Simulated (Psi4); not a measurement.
# One shape, several levels: doublet [SF6]+

Wanted: a comparison of 4 runs (U-r2SCAN/6-31G*, U-revPBE/6-31G*, UPBE/6-31G*, UTPSS/6-31G*) of doublet [SF6]+. 

The results are computed with Psi4 1.11.

1 further run of the same task is left out (set aside as unsound or not needed). Runs told in other sessions of the task aren't counted.

## (1) The structure to begin with

[SF6]+: 7 atoms, total charge +1, spin state doublet. As SMILES of the parent species, `FS(F)(F)(F)(F)F`. The coordinates come from a PBE0-D4/def2-TZVP relaxation. That shape belongs to the parent species and isn't relaxed for this state.

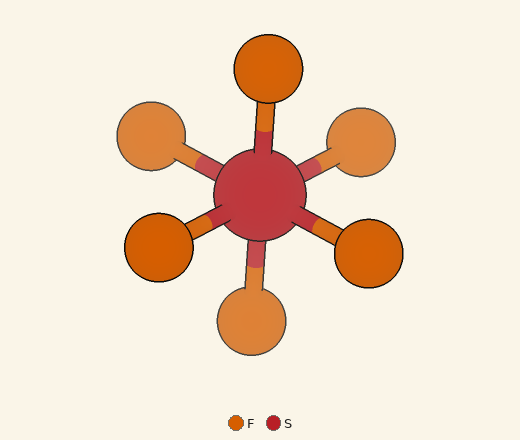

Viewed from a chosen angle; fluorine orange, sulfur red.

## (2) Energy and forces at U-r2SCAN/6-31G(d) (spherical functions) (run 1)

The input, job.json:

```json
{
 "schema_name": "qcschema_input",
 "schema_version": 1,
 "molecule": {
  "schema_name": "qcschema_molecule",
  "schema_version": 2,
  "symbols": ["F", "S", "F", "F", "F", "F", "F"],
  "geometry": [-1.06966058, -2.47249876, 1.22102764, 0.0, 0.0, 0.0, 2.20085063, 0.02367827, 1.97587874, -2.20077504, -0.02371606, -1.97597322, 1.06956609, 2.47257435, -1.22098984, -1.66156059, 1.62304797, 1.8312202, 1.66156059, -1.62308577, -1.83116351],
  "molecular_charge": 1,
  "molecular_multiplicity": 2,
  "fix_symmetry": "c1"
 },
 "driver": "gradient",
 "model": {
  "method": "r2scan",
  "basis": "6-31G*"
 },
 "keywords": {
  "reference": "uks",
  "puream": true,
  "e_convergence": 1e-09,
  "d_convergence": 1e-08,
  "scf_type": "pk",
  "dft_radial_points": 99,
  "dft_spherical_points": 590,
  "maxiter": 100
 }
}
```

Started as:

```bash
$ psi4 --qcschema job.json -n 1 --memory 2200MB
```

stdout:

```text
[...]
  Running in c1 symmetry.
[...]
  Nuclear repulsion =  565.564094729426301
[...]
  Multiplicity = 2
[...]
  Nalpha       = 35
  Nbeta        = 34
[...]
    Number of basis functions: 102
[...]
   @UKS iter   1:  -996.16129731030946    1.12386e+00   6.67080e-03 DIIS/ADIIS
[...]
   @UKS iter  35:  -996.33226531713706   -4.54747e-13   6.56142e-09 DIIS
[...]
   @S^2 Observed:                7.516835961E-01
[...]
  @UKS Final Energy:  -996.33226531713706
   => Energetics <=
    Nuclear Repulsion Energy =            565.5640947294263015
    One-Electron Energy =               -2488.9793276111099658
    Two-Electron Energy =                1015.0097175991938911
    DFT Exchange-Correlation Energy =     -87.9267500346473696
    Empirical Dispersion Energy =           0.0000000000000000
    VV10 Nonlocal Energy =                  0.0000000000000000
    Total Energy =                       -996.3322653171370575
  UHF NO Occupations:
  HONO-2 :   33  A 1.9998187
  HONO-1 :   34  A 1.9998186
[...]
  -Total Gradient:
     Atom            X                  Y                   Z
    ------   -----------------  -----------------  -----------------
       1        0.009476718628     0.021946674892    -0.010834569837
       2        0.000001520764    -0.000003821312     0.000000374014
       3       -0.019569978623    -0.000181279711    -0.017540698260
       4        0.019573632368     0.000178169992     0.017533606554
       5       -0.009479815951    -0.021938268604     0.010833589654
       6        0.014775201553    -0.014347105200    -0.016257819358
       7       -0.014777309984     0.014345716287     0.016265576652
[...]
```

The result, in JSON:

```text
{
 "driver": "gradient",
 "model": {
  "method": "r2scan",
  "basis": "6-31G*"
 },
 "success": true,
 "return_result": [0.009476718628060349, 0.02194667489158919, -0.010834569836801117, 1.5207636384395147e-06, -3.821312037064276e-06, 3.7401379238119e-07, -0.019569978622514694, -0.0001812797106338082, -0.01754069826046356, 0.019573632368300037, 0.00017816999170573201, 0.017533606553561648, -0.009479815951239853, -0.021938268603617417, 0.010833589654413334, 0.014775201552522599, -0.014347105200192084, -0.01625781935754328, -0.014777309983799697, 0.01434571628654302, 0.016265576652050667],
 "properties": {
  "calcinfo_nbasis": 102,
  "calcinfo_nmo": 102,
  "calcinfo_nalpha": 35,
  "calcinfo_nbeta": 34,
  "calcinfo_natom": 7,
  "nuclear_repulsion_energy": 565.5640947294263,
  "return_energy": -996.3322653171371,
  "return_gradient": [0.009476718628060349, 0.02194667489158919, -0.010834569836801117, 1.5207636384395147e-06, -3.821312037064276e-06, 3.7401379238119e-07, -0.019569978622514694, -0.0001812797106338082, -0.01754069826046356, 0.019573632368300037, 0.00017816999170573201, 0.017533606553561648, -0.009479815951239853, -0.021938268603617417, 0.010833589654413334, 0.014775201552522599, -0.014347105200192084, -0.01625781935754328, -0.014777309983799697, 0.01434571628654302, 0.016265576652050667],
  "scf_one_electron_energy": -2488.97932761111,
  "scf_two_electron_energy": 1015.0097175991939,
  "scf_xc_energy": -87.92675003464737,
  "scf_dipole_moment": [8.39803050545207e-07, -1.6698156503902606e-06, 1.680378788726511e-06],
  "scf_total_energy": -996.3322653171371,
  "scf_total_gradient": [0.009476718628060349, 0.02194667489158919, -0.010834569836801117, 1.5207636384395147e-06, -3.821312037064276e-06, 3.7401379238119e-07, -0.019569978622514694, -0.0001812797106338082, -0.01754069826046356, 0.019573632368300037, 0.00017816999170573201, 0.017533606553561648, -0.009479815951239853, -0.021938268603617417, 0.010833589654413334, 0.014775201552522599, -0.014347105200192084, -0.01625781935754328, -0.014777309983799697, 0.01434571628654302, 0.016265576652050667],
  "scf_iterations": 35
 }
}
```

Wall time 3.6 min (1 thread of AMD EPYC 7R43 (Zen 3), shared host); peak memory 1 GiB.

## (3) A single-point energy at U-revPBE/6-31G(d) (spherical functions) (run 2)

The input, f6s.xyz:

```xyz
7
F6S
F     -0.566040    -1.308390     0.646140
S      0.000000     0.000000     0.000000
F      1.164640     0.012530     1.045590
F     -1.164600    -0.012550    -1.045640
F      0.565990     1.308430    -0.646120
F     -0.879260     0.858880     0.969040
F      0.879260    -0.858900    -0.969010
```

The input, calc.py:

```python
import psi4

psi4.set_memory('2200 MB')
psi4.set_num_threads(1)
psi4.core.set_output_file('output.dat', False)

with open('f6s.xyz') as f:
    atoms = ''.join(f.readlines()[2:])
geom = psi4.geometry('1 2\n' + atoms + 'symmetry c1\nno_reorient\nno_com')

psi4.set_options({
    'basis': '6-31G*',
    'reference': 'uks',
    'puream': True,
    'e_convergence': 1e-09,
    'd_convergence': 1e-08,
    'scf_type': 'pk',
    'dft_radial_points': 99,
    'dft_spherical_points': 590,
    'maxiter': 100,
})

result, w = psi4.energy('revpbe', molecule=geom, return_wfn=True)
psi4.oeprop(w, 'WIBERG_LOWDIN_INDICES', 'LOWDIN_CHARGES', 'QUADRUPOLE')
print(f'revpbe energy: {result:.10f} Eh')
```

Started as:

```bash
$ python calc.py
```

output.dat:

```text
[...]
  Running in c1 symmetry.
[...]
  Nuclear repulsion =  565.564093798421709
[...]
  Multiplicity = 2
[...]
  Nalpha       = 35
  Nbeta        = 34
[...]
    Number of basis functions: 102
[...]
   @UKS iter   1:  -996.14982759394752    1.15091e+00   6.70516e-03 DIIS/ADIIS
[...]
   @UKS iter  53:  -996.32378739026774   -5.68434e-13   1.27207e-09 DIIS
[...]
   @S^2 Observed:                7.508687447E-01
[...]
    Orbital Energies [Eh]
    ---------------------
    Alpha Occupied:
       1A    -88.776528     2A    -24.638713     3A    -24.638668
       4A    -24.638667     5A    -24.638665     6A    -24.638587
       7A    -24.638585     8A     -8.324271     9A     -6.342655
      10A     -6.342654    11A     -6.342583    12A     -1.589914
      13A     -1.467024    14A     -1.467023    15A     -1.466773
      16A     -1.415275    17A     -1.415274    18A     -1.013507
      19A     -0.876118    20A     -0.876118    21A     -0.874320
      22A     -0.770597    23A     -0.770595    24A     -0.759425
      25A     -0.743544    26A     -0.743544    27A     -0.689649
      28A     -0.689647    29A     -0.687105    30A     -0.677067
      31A     -0.672051    32A     -0.672050    33A     -0.649720
      34A     -0.636401    35A     -0.636400
[...]
  @UKS Final Energy:  -996.32378739026774
   => Energetics <=
    Nuclear Repulsion Energy =            565.5640937984217089
    One-Electron Energy =               -2489.2784188075747807
    Two-Electron Energy =                1015.2892625483774509
    DFT Exchange-Correlation Energy =     -87.8987249294921043
    Empirical Dispersion Energy =           0.0000000000000000
    VV10 Nonlocal Energy =                  0.0000000000000000
    Total Energy =                       -996.3237873902677393
  UHF NO Occupations:
  HONO-2 :   33  A 1.9999065
  HONO-1 :   34  A 1.9999065
[...]
```

On the terminal:

```text
revpbe energy: -996.3237873903 Eh
```

It took 1.9 min on 1 thread of AMD EPYC 7R43 (Zen 3), shared host; peak memory 0.91 GiB.

## (4) Energy and gradient at UPBE/6-31G(d) (spherical functions) (run 3)

The input, job.in:

```
memory 2.2 GB

molecule {
  1 2
  F     -1.06966058    -2.47249876     1.22102764
  S      0.00000000     0.00000000     0.00000000
  F      2.20085063     0.02367827     1.97587874
  F     -2.20077504    -0.02371606    -1.97597322
  F      1.06956609     2.47257435    -1.22098984
  F     -1.66156059     1.62304797     1.83122020
  F      1.66156059    -1.62308577    -1.83116351
  units au
  symmetry c1
}

set globals {
  reference uks
  puream true
  e_convergence 1e-09
  d_convergence 1e-08
  scf_type pk
  dft_radial_points 99
  dft_spherical_points 590
  maxiter 100
}

e_tot, wfn = gradient("pbe/6-31G*", return_wfn=True)
oeprop(wfn, "QUADRUPOLE", "DIPOLE", "MAYER_INDICES", title="PBE")
print_variables()
```

Started as:

```bash
$ psi4 -i job.in -o job.out -n 1
```

job.out:

```text
[...]
  Running in c1 symmetry.
[...]
  Nuclear repulsion =  565.564094729426301
[...]
  Multiplicity = 2
[...]
  Nalpha       = 35
  Nbeta        = 34
[...]
    Number of basis functions: 102
[...]
   @UKS iter   1:  -995.71539139168385    1.16442e+00   6.71776e-03 ADIIS/DIIS
[...]
   @UKS iter  61:  -995.88951924273795   -4.77485e-12   2.79432e-09 DIIS
[...]
   @S^2 Observed:                7.508174302E-01
[...]
  @UKS Final Energy:  -995.88951924273795
   => Energetics <=
    Nuclear Repulsion Energy =            565.5640947294263015
    One-Electron Energy =               -2489.2128277733036157
    Two-Electron Energy =                1015.2097040199525964
    DFT Exchange-Correlation Energy =     -87.4504902188133428
    Empirical Dispersion Energy =           0.0000000000000000
    VV10 Nonlocal Energy =                  0.0000000000000000
    Total Energy =                       -995.8895192427379470
  UHF NO Occupations:
  HONO-2 :   33  A 1.9999116
  HONO-1 :   34  A 1.9999116
[...]
  -Total Gradient:
     Atom            X                  Y                   Z
    ------   -----------------  -----------------  -----------------
       1        0.013954990251     0.032020513132    -0.015779590797
       2        0.000001533215    -0.000004211705     0.000000333478
       3       -0.028537841354    -0.000419183450    -0.025627818426
       4        0.028540570748     0.000416224345     0.025622025283
       5       -0.013955669219    -0.032012546327     0.015779330514
       6        0.021495363928    -0.020935308528    -0.023802351077
       7       -0.021498973825     0.020934573787     0.023808119625
[...]
```

It took 2.4 min on 1 thread of AMD EPYC 7R43 (Zen 3), shared host; peak memory 0.91 GiB.

## (5) Energy and gradient at UTPSS/6-31G(d) (spherical functions) (run 4)

The input, job.in:

```
memory 2200 MB

molecule geom {
  1 2
  F     -0.566040    -1.308390     0.646140
  S      0.000000     0.000000     0.000000
  F      1.164640     0.012530     1.045590
  F     -1.164600    -0.012550    -1.045640
  F      0.565990     1.308430    -0.646120
  F     -0.879260     0.858880     0.969040
  F      0.879260    -0.858900    -0.969010
  symmetry c1
}

set reference uks
set puream true
set e_convergence 1e-09
set d_convergence 1e-08
set scf_type pk
set dft_radial_points 99
set dft_spherical_points 590
set maxiter 100

energy_value, wavefunction = gradient("tpss/6-31G*", return_wfn=True)
oeprop(wavefunction, "QUADRUPOLE", "DIPOLE", "LOWDIN_CHARGES", title="TPSS")
print_variables()
```

Started as:

```bash
$ psi4 -i job.in -o job.out -n 1
```

job.out:

```text
[...]
  Running in c1 symmetry.
[...]
  Nuclear repulsion =  565.564093798421709
[...]
  Multiplicity = 2
[...]
  Nalpha       = 35
  Nbeta        = 34
[...]
    Number of basis functions: 102
[...]
   @UKS iter   1:  -996.47791801589437    1.14829e+00   6.92625e-03 ADIIS/DIIS
[...]
   @UKS iter  29:  -996.66043525193845   -7.38964e-12   7.84694e-09 DIIS
[...]
   @S^2 Observed:                7.511167790E-01
[...]
  @UKS Final Energy:  -996.66043525193845
   => Energetics <=
    Nuclear Repulsion Energy =            565.5640937984217089
    One-Electron Energy =               -2489.2321674922959573
    Two-Electron Energy =                1015.2699428056006354
    DFT Exchange-Correlation Energy =     -88.2623043636648248
    Empirical Dispersion Energy =           0.0000000000000000
    VV10 Nonlocal Energy =                  0.0000000000000000
    Total Energy =                       -996.6604352519384520
  UHF NO Occupations:
  HONO-2 :   33  A 1.9998717
  HONO-1 :   34  A 1.9998717
[...]
  -Total Gradient:
     Atom            X                  Y                   Z
    ------   -----------------  -----------------  -----------------
       1        0.012787911513     0.029488649041    -0.014574074253
       2        0.000001679550    -0.000004185006     0.000000419540
       3       -0.026275601444    -0.000281954369    -0.023570931615
       4        0.026278668625     0.000279147248     0.023564304229
       5       -0.012790483628    -0.029480576323     0.014572830457
       6        0.019828967757    -0.019308190019    -0.021794653947
       7       -0.019831202809     0.019307173155     0.021802129948
[...]
```

Run time: 3.7 min. Hardware: 1 thread of AMD EPYC 7R43 (Zen 3), shared host; peak memory 1 GiB.

## (6) Overview of the runs

```csv
run,level,task,energy (Eh),HOMO energy (eV),LUMO energy (eV),⟨S²⟩,wall time
1,U-r2SCAN/6-31G* (spherical functions),gradient,-996.332265,-17.86,-17.68,0.752,3.6 min
2,U-revPBE/6-31G* (spherical functions),energy,-996.323787,-17.05,-17.01,0.751,1.9 min
3,UPBE/6-31G* (spherical functions),gradient,-995.889519,-17.13,-17.10,0.751,2.4 min
4,UTPSS/6-31G* (spherical functions),gradient,-996.660435,-17.36,-17.22,0.751,3.7 min
```

## (7) What came out

| quantity | value |
| --- | --- |
| run 4: total energy | -996.66044 Eh |
| run 4: HOMO energy (highest over α and β) | -17.36 eV |
| run 4: LUMO energy (lowest over α and β) | -17.22 eV |
| run 4: ⟨S²⟩ | 0.751 |
| run 4: largest force on an atom | 1.815 eV/Å |

**Reading.** Totals of different functionals can't be ranked against each other. All runs together took 12 min, the longest 3.7 min.
